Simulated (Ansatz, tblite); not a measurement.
# Mo(NH)2Cl2 (Cl₂H₂MoN₂): charged states by level of theory

Aim: the energy of removing an electron for Mo(NH)2Cl2 (Cl₂H₂MoN₂), by energy differences, and how well orbital energies stand in for it.

Method: as each input shows; program: Ansatz 0.2.0, Gaussian basis.

The runs, in order: charge +1 doublet, at the geometry of the singlet (PBE0-D4/def2-TZVP, PBE-D4/def2-TZVP, r2SCAN-D4/def2-TZVP); the starting singlet's energies come from earlier runs.

2 further runs of the same task are left out: 2 set aside as unsound or not needed.

## Step 1: The geometry

The geometry is that of the singlet, from an earlier relaxation (PBE-D4/def2-SVP).

7 atoms, charge 0, spin multiplicity 1.

Atoms are counted from 1 here; the program's logs count them from 0.

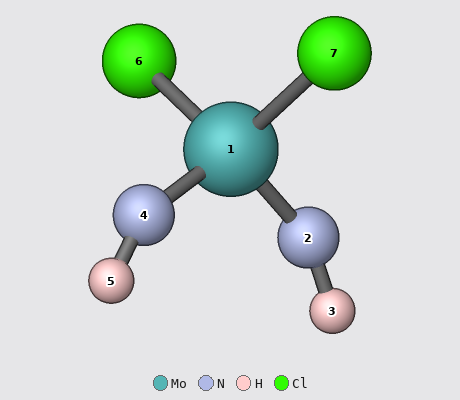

The geometry (molybdenum teal, nitrogen light blue, hydrogen pink, chlorine green); atoms are numbered from 1 in the order of the file.

Coordinates:

```mol
Cl2H2MoN2
  3D, bonds by distance, orders not assigned

  7  6  0  0  0  0  0  0  0  0999 V2000
   -0.4029    0.0043   -0.2802 Mo  0  0
   -0.3799   -0.0192    1.4516 N   0  0
    0.0879   -0.0323    2.3667 H   0  0
    1.2279    0.0114   -0.8644 N   0  0
    2.2484    0.0085   -0.7423 H   0  0
   -1.3907    1.9676   -0.9390 Cl  0  0
   -1.3907   -1.9402   -0.9924 Cl  0  0
  1  2  8  0
  1  4  8  0
  1  6  8  0
  1  7  8  0
  2  3  8  0
  4  5  8  0
M  END
```

Formally the metal is d0. Mo takes a core potential in the def2 sets. No spin-orbit coupling is included.

## Step 2: Charge +1 doublet at the fixed geometry, first pass, PBE0-D4/def2-SVP

in.yaml

```yaml
crystal:
  periodic: [false, false, false]
  atoms:
    - {symbol: Mo, position_ang: [-0.402936, 0.004288, -0.280206]}
    - {symbol: N, position_ang: [-0.379869, -0.019203, 1.451584]}
    - {symbol: H, position_ang: [0.087895, -0.032260, 2.366661]}
    - {symbol: N, position_ang: [1.227897, 0.011379, -0.864409]}
    - {symbol: H, position_ang: [2.248445, 0.008487, -0.742289]}
    - {symbol: Cl, position_ang: [-1.390747, 1.967561, -0.938989]}
    - {symbol: Cl, position_ang: [-1.390676, -1.940242, -0.992353]}
basis:
  gaussian: {orbitals: def2-SVP}
total_charge: 1
magnetization: {spin_polarized: true, initial_magnetization: 1}
hamiltonian: {xc: pbe0, dispersion: d4}
output: {orbitals: {seedname: orbitals}}
```

On the command line:

```console
$ ansatz run in.yaml --threads 4 --pin off --events-out ev --progress --plain --max-ram 3916MiB
```

The log of the run:

```text
Functional definition: PBE0
  name "PBE0"
  cite "Adamo & Barone, J. Chem. Phys. 110, 6158 (1999) doi:10.1063/1.478522"
  cite "Perdew, Burke & Ernzerhof, Phys. Rev. Lett. 77, 3865 (1996) doi:10.1103/PhysRevLett.77.3865"
  parent pbe
  parameter a = 0.25
  parameter kappa = 0.804
  parameter beta = 0.06672455060314922
  exchange = (1 - a)*pbe_x(kappa = kappa, mu = beta*pi^2/3) + a*exact_x
  correlation = pbe_c(beta = beta)
1037 factors; integrals over basis functions are off by at most 9.1e-4 eV
mean field evaluation 1: about -29863.3769 eV, gradient 6.9e1 eV
mean field evaluation 2: about -29696.6379 eV, gradient 1.8e2 eV
mean field evaluation 4: about -29873.6246 eV, gradient 4.4e1 eV
mean field evaluation 8: about -29884.6745 eV, gradient 1.9e0 eV
mean field evaluation 16: about -29884.8750 eV, gradient 7.8e-2 eV
mean field evaluation 32: about -29884.8751 eV, gradient 6.8e-5 eV
mean field evaluation 64: about -29884.8122 eV, gradient 2.7e0 eV
mean field -29884.87509586 eV, -1098.2489030771 hartree, gradient 1.4e-5 eV, S^2 0.834870; 6 other end points of the search recorded, 0 dependent functions left out
reference -29884.87514706 eV, -1098.2489049587 hartree; 32, 31 occupied and 73, 74 virtual orbitals, 1037 factors
Total energy: -29885.07787210 eV, -1098.2563549665 hartree
```

Wall time 12 s (4 threads of Intel Xeon Platinum 8259CL at 2.50GHz, shared host).

From the report: HOMO -13.98 eV, LUMO -12.02 eV (over both spins); ⟨S²⟩ 0.835 (pure: 0.75).

## Step 3: Charge +1 doublet at the fixed geometry, PBE0-D4/def2-TZVP

start.molden holds the orbitals of an earlier run on this state, given as this run's starting guess.

in.yaml: that of step 2 with these lines changed.

```diff
@@ -11,3 +11,3 @@
 basis:
-  gaussian: {orbitals: def2-SVP}
+  gaussian: {orbitals: def2-TZVP, initial_orbitals: start.molden}
 total_charge: 1
@@ -15,2 +15,3 @@
 hamiltonian: {xc: pbe0, dispersion: d4}
+scf: {omitted_lower_state_checks: [starts]}
 output: {orbitals: {seedname: orbitals}}
```

The command is unchanged.

The log of the run:

```text
Functional definition: PBE0
  name "PBE0"
  cite "Adamo & Barone, J. Chem. Phys. 110, 6158 (1999) doi:10.1063/1.478522"
  cite "Perdew, Burke & Ernzerhof, Phys. Rev. Lett. 77, 3865 (1996) doi:10.1103/PhysRevLett.77.3865"
  parent pbe
  parameter a = 0.25
  parameter kappa = 0.804
  parameter beta = 0.06672455060314922
  exchange = (1 - a)*pbe_x(kappa = kappa, mu = beta*pi^2/3) + a*exact_x
  correlation = pbe_c(beta = beta)
these checks for a lower state are left out or cut short: starts
1312 factors; their error is unknown
mean field evaluation 1: about -29894.4027 eV, gradient 1.2e2 eV
mean field evaluation 2: about -29897.3593 eV, gradient 3.4e0 eV
mean field evaluation 4: about -29897.5502 eV, gradient 2.6e-1 eV
mean field evaluation 8: about -29897.5504 eV, gradient 1.5e-5 eV
mean field -29897.55037264 eV, -1098.7147109070 hartree, gradient 3.0e-6 eV, S^2 0.833379; 0 other end points of the search recorded, 0 dependent functions left out
reference -29897.55040658 eV, -1098.7147121542 hartree; 32, 31 occupied and 156, 157 virtual orbitals, 1312 factors
Total energy: -29897.75313162 eV, -1098.7221621619 hartree
Checks for a lower state left out: starts
```

Run time: 20 s. Hardware: 4 threads of Intel Xeon Platinum 8259CL at 2.50GHz, shared host; peak memory 0.96 GiB.

From the report: HOMO -13.90 eV, LUMO -11.91 eV (over both spins); ⟨S²⟩ 0.833 (pure: 0.75).

## Step 4: Charge +1 doublet at the fixed geometry, PBE-D4/def2-TZVP

in.yaml: that of step 3 with these lines changed.

```diff
@@ -14,3 +14,3 @@
 magnetization: {spin_polarized: true, initial_magnetization: 1}
-hamiltonian: {xc: pbe0, dispersion: d4}
+hamiltonian: {xc: pbe, dispersion: d4}
 scf: {omitted_lower_state_checks: [starts]}
```

The command is unchanged.

The log of the run:

```text
Functional definition: PBE
  name "PBE"
  cite "Perdew, Burke & Ernzerhof, Phys. Rev. Lett. 77, 3865 (1996) doi:10.1103/PhysRevLett.77.3865"
  parent pbe
  parameter kappa = 0.804
  parameter beta = 0.06672455060314922
  exchange = pbe_x(kappa = kappa, mu = beta*pi^2/3)
  correlation = pbe_c(beta = beta)
these checks for a lower state are left out or cut short: starts
1218 factors; their error is unknown
mean field evaluation 1: about -29897.6700 eV, gradient 9.6e0 eV
mean field evaluation 2: about -29897.9142 eV, gradient 4.7e-1 eV
mean field evaluation 4: about -29897.9127 eV, gradient 2.0e-1 eV
mean field evaluation 8: about -29897.9128 eV, gradient 2.0e-5 eV
mean field -29897.91284647 eV, -1098.7280315746 hartree, gradient 6.2e-6 eV, S^2 0.765146; 0 other end points of the search recorded, 0 dependent functions left out
reference -29897.91289440 eV, -1098.7280333361 hartree; 32, 31 occupied and 156, 157 virtual orbitals, 1218 factors
Total energy: -29898.14872603 eV, -1098.7366999885 hartree
Checks for a lower state left out: starts
```

Run time: 6.5 s. Hardware: 4 threads of Intel Xeon Platinum 8259CL at 2.50GHz, shared host.

HOMO -12.82 eV, LUMO -12.59 eV (over both spins); ⟨S²⟩ 0.765 (pure: 0.75).

## Step 5: Charge +1 doublet at the fixed geometry, r2SCAN-D4/def2-TZVP

in.yaml: that of step 4 with these lines changed.

```diff
@@ -14,3 +14,3 @@
 magnetization: {spin_polarized: true, initial_magnetization: 1}
-hamiltonian: {xc: pbe, dispersion: d4}
+hamiltonian: {xc: r2scan, dispersion: d4}
 scf: {omitted_lower_state_checks: [starts]}
```

Same command.

The log of the run:

```text
Functional definition: r2SCAN
  name "r2SCAN"
  cite "Furness, Kaplan, Ning, Perdew & Sun, J. Phys. Chem. Lett. 11, 8208 (2020) doi:10.1021/acs.jpclett.0c02405"
  cite "Furness, Kaplan, Ning, Perdew & Sun, J. Phys. Chem. Lett. 11, 9248 (2020) doi:10.1021/acs.jpclett.0c03077"
  parent r2scan
  parameter k0 = 0.174
  parameter k1 = 0.065
  parameter a1 = 4.9479
  exchange = r2scan_x(k0 = k0, k1 = k1, a1 = a1)
  correlation = r2scan_c
these checks for a lower state are left out or cut short: starts
1218 factors; their error is unknown
mean field evaluation 1: about -29908.0520 eV, gradient 6.8e0 eV
mean field evaluation 2: about -29908.1304 eV, gradient 1.8e-1 eV
mean field evaluation 4: about -29908.1197 eV, gradient 2.3e-2 eV
mean field evaluation 8: about -29908.1197 eV, gradient 2.5e-5 eV
mean field -29908.11974895 eV, -1099.1031283221 hartree, gradient 8.4e-6 eV, S^2 0.800052; 0 other end points of the search recorded, 0 dependent functions left out
reference -29908.11976264 eV, -1099.1031288254 hartree; 32, 31 occupied and 156, 157 virtual orbitals, 1218 factors
Total energy: -29908.17461036 eV, -1099.1051444420 hartree
Checks for a lower state left out: starts
```

Wall time 13 s (4 threads of Intel Xeon Platinum 8259CL at 2.50GHz, shared host).

HOMO -13.07 eV, LUMO -12.55 eV (over both spins); ⟨S²⟩ 0.800 (pure: 0.75).

## Step 6: Vertical ionisation energy

Charged state less starting state, singlet to doublet; the starting state's energies are those of its earlier runs.

```
              level  vertical ionisation energy (eV)   time
   PBE-D4/def2-TZVP                            +9.86  9.2 s
r2SCAN-D4/def2-TZVP                           +10.00   19 s
  PBE0-D4/def2-TZVP                           +10.19   25 s
```

Times add the two runs; a level without a time comes out of a correlated run.

Beside −ε(HOMO) of the starting state:

```
              level  −ε(HOMO) (eV)  by difference (eV)  mismatch (eV)
   PBE-D4/def2-TZVP           7.07                9.86          -2.79
r2SCAN-D4/def2-TZVP           7.39               10.00          -2.62
  PBE0-D4/def2-TZVP           8.41               10.19          -1.78
```

## Step 7: Outcome

| quantity | value |
| --- | --- |
| vertical ionisation energy, functionals in def2-TZVP | 9.86 (PBE-D4) to 10.19 eV (PBE0-D4) |

What this shows: The vertical ionisation energy spans 9.86 to 10.19 eV over the functionals. −ε(HOMO) misses the level's own difference by -1.78 eV at best (PBE0-D4) and -2.79 eV at worst (PBE-D4). The charged states' spins were chosen beforehand and needn't be their lowest.
